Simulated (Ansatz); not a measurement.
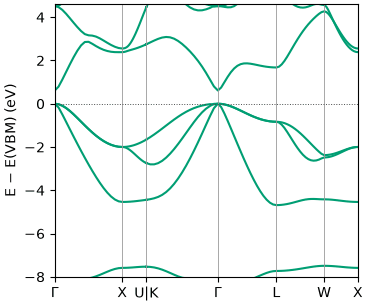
Figure. Band structure from plane-wave PAW LDA (Ansatz code)

Q: Read off the gap and where the band edges lie.

A: About 0.6 eV (0.61 eV by a search for the band edges); maximum at Γ, minimum at Γ.

Q: Pick the material that matches.
A) AlAs, zinc blende
B) BeTe, zinc blende
C) CuI, zinc blende
D) CdTe, zinc blende

A: D, CdTe, zinc blende

Space group F-43m (zinc blende). The cell was relaxed with LDA under the symmetry of its start. Spin–orbit coupling is left out wherever it is not named.

Potentials: the earlier of the program's two PAW sets. The files were generated under PBE; for other functionals the program regenerates the frozen cores, and for LDA and PBEsol the local potential too.
